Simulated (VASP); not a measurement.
Here is the system:

```yaml
crystal:
  lattice:
    - [4.62021, 0.00000, 0.00000]
    - [-2.31010, 4.00122, 0.00000]
    - [0.00000, 0.00000, 2.79700]
  atoms:
    - { symbol: Cr, position: [0.00000, 0.00000, 0.00000], spin: 3.9 }
    - { symbol: Ge, position: [0.33333, 0.66667, 0.50000] }
    - { symbol: Ge, position: [0.66667, 0.33333, 0.50000] }
```

Computed with r2SCAN meta-GGA, VASP's PBE PAW potentials (set 64) (plane waves; VASP 6.6.1). Numerical set-up: 400 eV cut-off, 9×9×12 Γ-centred mesh, tetrahedra with Blöchl corrections, potentials Cr_pv Ge_d.

The moments were started parallel, and other spin orders were not tried in this run.

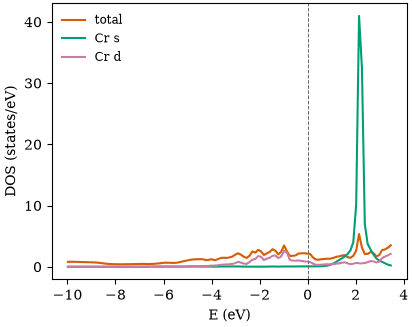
Figure: Total and projected density of states, zero at the Fermi level

Within 2 eV below the Fermi level the largest weight inside VASP's projection spheres is Cr d.

It has no gap at this level: it comes out as a metal or semimetal.

The structure was generated: CrGe2 was put into the AlB2 type (P6/mmm), which need not be its known phase. It was relaxed first, which changed the volume by -38 %.
